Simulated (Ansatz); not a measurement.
```xyz
11

Si   -1.0983    0.6686   -0.4121
Cl    0.7859   -1.8544   -1.3863
H    -0.8944    0.9272   -1.8491
H    -1.8148    1.8089    0.2161
H    -1.7843   -0.5962   -0.1066
H     0.6779   -0.3682    0.9736
N     0.5188    0.6798    0.4194
H     0.8489   -1.8682    0.0716
F     0.8448   -1.5454    1.2840
H     0.6432    1.4617    1.0538
H     1.2726    0.6861   -0.2645
```

A transition-state structure; geometry: PBE0-D4/def2-TZVP.

Computed with RKS PBE0-D4/def2-TZVPP (Ansatz).

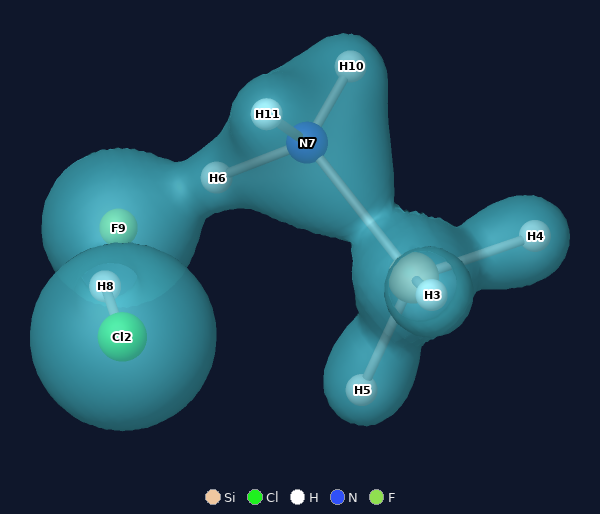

H$_{6}$NSi···HCl···F. Isosurface of the total electron density at 0.6 e/Å³ (cyan), seen at a tilt.

How is the density connected at this value?

At this value the surface is in one piece. It bridges the sampled F···H (1.23 Å), Si–N (1.82 Å), N–H (1.01 Å) and Cl–H (1.46 Å) contacts, where the density stays above the isovalue. On the grid the lowest density along these lines, outside the cores, is 1 e/Å³ (F···H, 1.23 Å), 0.77 e/Å³ (Si–N, 1.82 Å), 2.3 e/Å³ (N–H, 1.01 Å) and 1.1 e/Å³ (Cl–H, 1.46 Å).
